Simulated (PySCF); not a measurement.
C3H11NSi2 (SMILES [SiH3]N[SiH]1CCC1)

Input file:

```
{"job": {"kind": "nmr", "xc": "PBE", "basis": "pcSseg-1", "solvent": "dichloromethane", "every": 1, "pop": false}, "charge": 0, "multiplicity": 1}
Si     2.938909    -0.123828    -0.295316
N      1.347197     0.112235     0.351669
Si    -0.074052     0.689564    -0.443533
C     -1.542805     0.917552     0.753309
C     -1.804332    -0.583215     0.564340
C     -1.421688    -0.632832    -0.919487
H      3.024431    -1.341073    -1.112233
H      3.230930     1.051220    -1.111192
H      3.822970    -0.231282     0.866868
H      1.177066    -0.356890     1.227471
H      0.344534     1.710136    -1.397672
H     -2.347379     1.504645     0.323215
H     -1.397628     1.237403     1.784130
H     -2.829386    -0.896729     0.785265
H     -1.131563    -1.186380     1.170733
H     -2.213761    -0.224663    -1.538454
H     -1.154956    -1.618505    -1.296778
```

Run with:

```sh
OMP_NUM_THREADS=1 python ens_run.py task.json out
```

Geometry: GFN2-xTB, coordinate held.

Theory: PBE/pcSseg-1, SCF density, in a dichloromethane solvent model, non-relativistic (PySCF 2.14.0).

What will maps of the electron density and electron localisation function show?

Answer. Si–N (1.73 Å): ρ at the midpoint is about 1.1 e/Å³; the ELF peaks at about 0.90 between the atoms; a polar covalent bond.
C–H (1.09 Å): the density is about 2 e/Å³ at the midpoint; the ELF climbs to about 1 towards the hydrogen, as it does in any bond to H (an ordinary covalent bond to hydrogen).
Si–H (1.46 Å): ρ is about 0.82 e/Å³ halfway; the ELF climbs to about 1 towards the hydrogen.

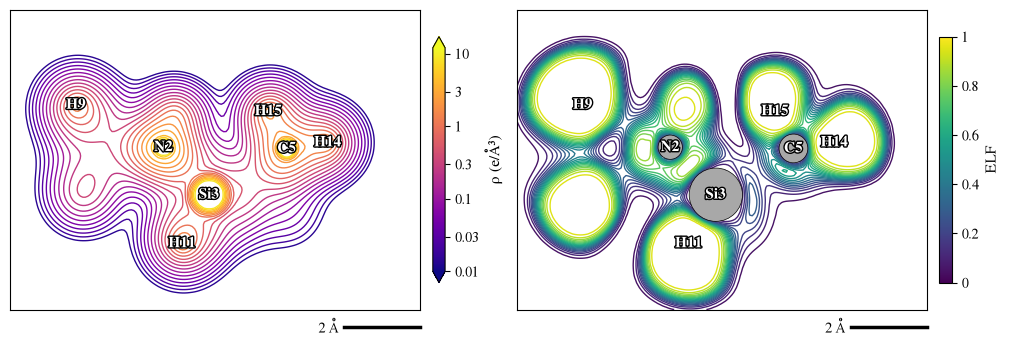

Computed electron density and electron localisation function on the plane of atoms N2, Si3 and H11, in this order. Grey discs cover the atomic cores in the ELF map. 
